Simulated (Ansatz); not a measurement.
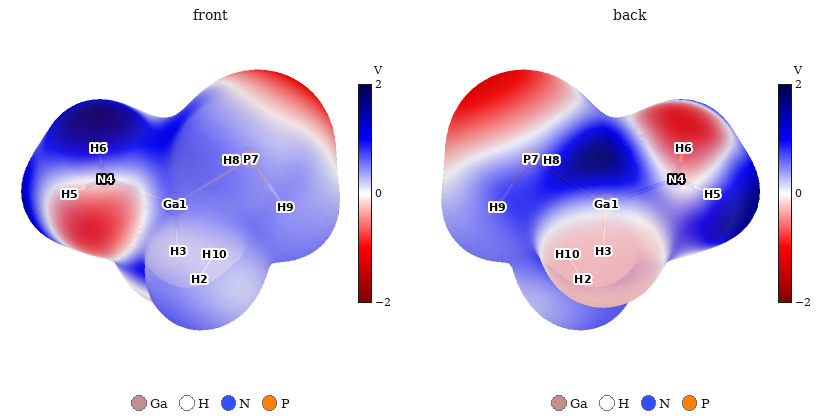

*GaH5NP···H2. The electrostatic potential painted on the density surface at 0.002 e/bohr³, seen from the front and from behind; red is negative and blue positive.*

Not at a stationary point (largest force 1.5 eV/Å).

Level of theory: RKS B3LYP-D4/def2-mTZVP in Ansatz 0.2.0.

Input

```
crystal:
  periodic: [false, false, false]
  atoms:
    - { symbol: Ga, position_ang: [0.0, 0.0, 0.0] }
    - { symbol: H, position_ang: [0.0, 0.0, 1.92] }
    - { symbol: H, position_ang: [1.3596, 0.0, -0.785] }
    - { symbol: "N", position_ang: [-1.6714, 0.0, -0.965] }
    - { symbol: H, position_ang: [-2.3403, -0.8164, -0.8664] }
    - { symbol: H, position_ang: [-1.9204, 0.8164, -1.5936] }
    - { symbol: P, position_ang: [-0.3239, 2.4364, 0.8167] }
    - { symbol: H, position_ang: [-1.6437, 2.8657, 0.5159] }
    - { symbol: H, position_ang: [-0.1153, 2.4977, 2.2199] }
    - { symbol: H, position_ang: [-0.1292, 0.9716, 1.9729] }
basis:
  gaussian: { orbitals: def2-mTZVP }
hamiltonian:
  xc: b3lyp
  dispersion: d4
relax:
  f_tol: 0.15
  max_steps: 25
  restrain:
    - { distance: [0, 6], at: 2.29, k: 30.0 }
    - { distance: [9, 1], at: 0.66, k: 30.0 }
    - { distance: [0, 1], at: 2.77, k: 30.0 }
    - { distance: [9, 6], at: 2.62, k: 30.0 }
output:
  orbitals: {}
```

Command:

```sh
ansatz run input.yaml --threads 2 --pin off --max-ram 3072MiB --backend cpu --events-out ev --progress --plain --runs-dir out
```

The fields are those of the run's last geometry, not of the input's.

> Where is the surface potential most negative and most positive?

The most negative region (about −1.1 V) lies over P7, the most positive (about +1.7 V) over Ga1 and H6.
